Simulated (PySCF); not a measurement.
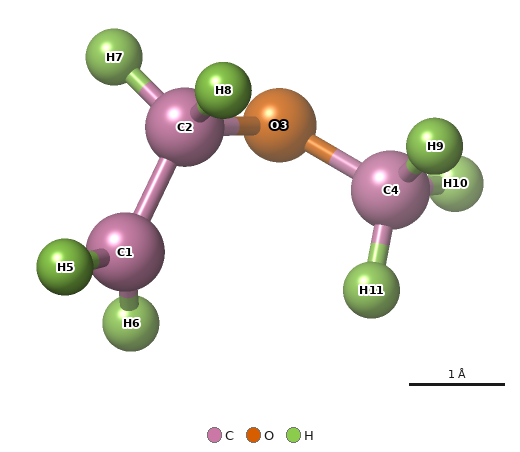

Figure 1. The input geometry (ball-and-stick view, seen at a tilt; atoms are numbered from 1 in the order of the input). Bond lengths as drawn: C–C 1.47 Å, C–H 1.07 to 1.11 Å and C–O 1.41 Å.

Run report: C3H7O, geometry relaxation

The run: geometry relaxation of C3H7O, multiplicity 2. Method and program: PBE0-D3(BJ)/def2-SVP geometry optimisation, gas phase (PySCF 2.14.0).

### Input file
```
{"job": {"xc": "PBE0", "basis": "def2-SVP", "d3": "d3bj", "grid": 1, "kind": "geom"}, "charge": 0, "multiplicity": 2}
C      0.262445     0.086435    -0.387730
C     -0.607982    -0.925839     0.234570
O     -1.893695    -1.022189    -0.336967
C     -2.710335     0.088104    -0.061933
H      1.185171     0.357820     0.084512
H      0.047936     0.444243    -1.374780
H     -0.180416    -1.937388     0.114995
H     -0.686355    -0.746700     1.323956
H     -2.882390     0.192117     1.017408
H     -3.658736    -0.092317    -0.563621
H     -2.268055     1.017660    -0.436511
```

The first line tells a small driver script what to run in PySCF; the rest is the geometry in Å.

Hardware: 1 CPU thread, shared host.

Command:
```bash
OMP_NUM_THREADS=1 python <driver script> task.json out
```

### What the program printed
```
step   0  E = -193.30204404  max force = 0.014725
step   1  E = -193.30338981  max force = 0.002496
step   2  E = -193.30344989  max force = 0.000477
step   3  E = -193.30346486  max force = 0.000336
optimisation converged
```

### Trajectory as extended XYZ (Å, eV, eV/Å), 4 frames, from step=0 to step=3
```
11
Properties=species:S:1:pos:R:3:forces:R:3 step=0 energy=-5260.01654
C     0.2625    0.0864   -0.3877   -0.3640  -0.2364   0.3033
C    -0.6080   -0.9258    0.2346   -0.6470  -0.2281  -0.2389
O    -1.8937   -1.0222   -0.3370    0.1583   0.2950   0.1442
C    -2.7103    0.0881   -0.0619    0.5024  -0.6633  -0.1242
H     1.1852    0.3578    0.0845    0.6951   0.2399   0.3095
H     0.0479    0.4442   -1.3748   -0.1155   0.2345  -0.7572
H    -0.1804   -1.9374    0.1150    0.1470  -0.1137   0.0639
H    -0.6864   -0.7467    1.3240    0.0432  -0.0276   0.2168
H    -2.8824    0.1921    1.0174   -0.1070   0.1014   0.3166
H    -3.6587   -0.0923   -0.5636   -0.3675   0.0463  -0.1330
H    -2.2681    1.0177   -0.4365    0.0550   0.3520  -0.1011
11
Properties=species:S:1:pos:R:3:forces:R:3 step=1 energy=-5260.05316
C     0.2572    0.0634   -0.4142    0.0483   0.0862  -0.0495
C    -0.6313   -0.9538    0.2001    0.0580  -0.0119   0.0582
O    -1.9177   -0.9896   -0.3459    0.0343  -0.0532   0.0250
C    -2.6971    0.1159   -0.0160   -0.1283   0.1145  -0.0269
H     1.1988    0.3478    0.0648   -0.0493  -0.0191  -0.0145
H     0.0676    0.3971   -1.4397    0.0216  -0.0428   0.0426
H    -0.2089   -1.9697    0.0519   -0.0319   0.0125  -0.0123
H    -0.6701   -0.8075    1.3044   -0.0114  -0.0180  -0.0395
H    -2.8493    0.2092    1.0799    0.0246  -0.0244  -0.0349
H    -3.6808   -0.0147   -0.4925    0.0419   0.0089   0.0305
H    -2.2605    1.0695   -0.3764   -0.0078  -0.0527   0.0213
11
Properties=species:S:1:pos:R:3:forces:R:3 step=2 energy=-5260.05479
C     0.2523    0.0603   -0.4374    0.0112   0.0164  -0.0043
C    -0.6313   -0.9592    0.1833   -0.0019   0.0070  -0.0002
O    -1.9305   -0.9817   -0.3350   -0.0019   0.0000  -0.0017
C    -2.6979    0.1294    0.0144   -0.0087   0.0078  -0.0082
H     1.1899    0.3513    0.0441   -0.0245  -0.0017  -0.0156
H     0.0726    0.3702   -1.4712    0.0118  -0.0216   0.0212
H    -0.2241   -1.9765    0.0086    0.0010   0.0072  -0.0026
H    -0.6469   -0.8293    1.2884    0.0022  -0.0037   0.0026
H    -2.8306    0.2121    1.1126    0.0075  -0.0036  -0.0073
H    -3.6883    0.0101   -0.4476    0.0068   0.0009   0.0091
H    -2.2562    1.0794   -0.3444   -0.0033  -0.0087   0.0071
11
Properties=species:S:1:pos:R:3:forces:R:3 step=3 energy=-5260.05520
C     0.2455    0.0608   -0.4599   -0.0078  -0.0173   0.0105
C    -0.6318   -0.9614    0.1660   -0.0054   0.0024  -0.0101
O    -1.9397   -0.9745   -0.3310   -0.0016   0.0006  -0.0044
C    -2.6968    0.1356    0.0440    0.0142  -0.0090  -0.0055
H     1.1779    0.3636    0.0222    0.0035   0.0096  -0.0020
H     0.0754    0.3460   -1.5017   -0.0007  -0.0002  -0.0033
H    -0.2317   -1.9777   -0.0283    0.0051   0.0029   0.0007
H    -0.6283   -0.8443    1.2721    0.0009   0.0032   0.0069
H    -2.8079    0.2063    1.1449    0.0001   0.0013   0.0066
H    -3.6958    0.0248   -0.4003   -0.0066  -0.0010   0.0005
H    -2.2572    1.0869   -0.3124   -0.0017   0.0076   0.0001
```

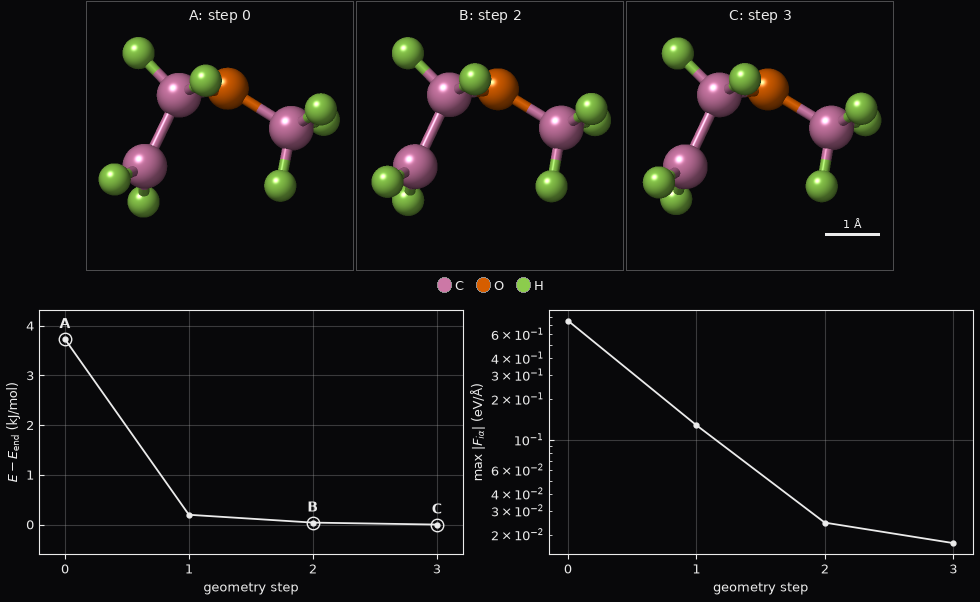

Figure 2. Frames of the relaxation (ball-and-stick view, seen at a tilt) above the curves, on which the letters mark them (steps are counted from 0).

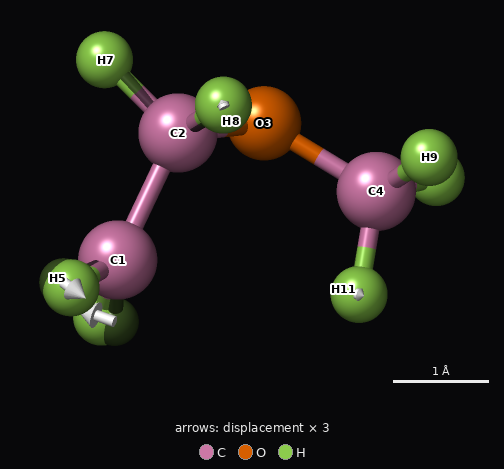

Figure 3. Start (faint) and end (solid) with the displacements as white arrows, magnified 3 times (ball-and-stick view, seen at a tilt). The two geometries are laid on each other by the best rigid fit. The largest move after the best rigid fit is that of H6, 0.15 Å. By element the largest moves are H 0.15 Å, C 0.02 Å, O 0.01 Å. Among the contacts that change: C1–H5 1.071 → 1.092 Å, C1–C2 1.473 → 1.485 Å, C2–O3 1.410 → 1.399 Å, C4–H10 1.088 → 1.099 Å. After 3 geometry steps the energy has fallen by 3.73 kJ/mol. The largest force component goes from 0.76 to 0.017 eV/Å. (Atoms are counted from 1 in the order of the input.)

### Results in brief

| quantity | value |
| --- | --- |
| outcome | converged |
| total energy | −193.303465 hartree |
| ⟨S²⟩ | 0.755 |
| dipole moment | 1.13 D |
| point group | C1 |
| wall time | 22 s |
| peak memory | 0.39 GiB |
